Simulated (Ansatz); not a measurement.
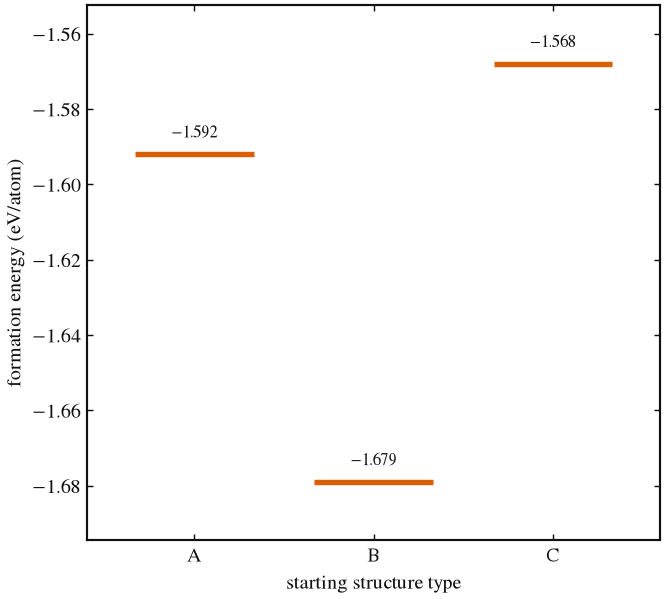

The picture above shows the formation energy of each starting structure type for Na₂F. The labels are replaced by letters. In alphabetical order the cases are: 3R molybdenite type; CaC2 type; cuprite type.

How it was computed, with Ansatz 0.2.0: a formula put on the sites of a structure type, uncorrected energy per atom over the elements' standard states (H N O F Cl as gases), plane-wave PAW DFT, cell and atoms relaxed at 0 K and 0 GPa, spin start parallel or as listed, metals to 4 meV/atom. Level: PBE, no spin polarisation.

wave cutoff 420 eV.

The names give the starting types; a cell can relax into another structure.

> Which letter stands for which starting structure type?

A: CaC2 type (−1.592 eV/atom); B: 3R molybdenite type (−1.679 eV/atom); C: cuprite type (−1.568 eV/atom).

Limits of the calculation: no spin polarisation, a magnetic state may lie lower.
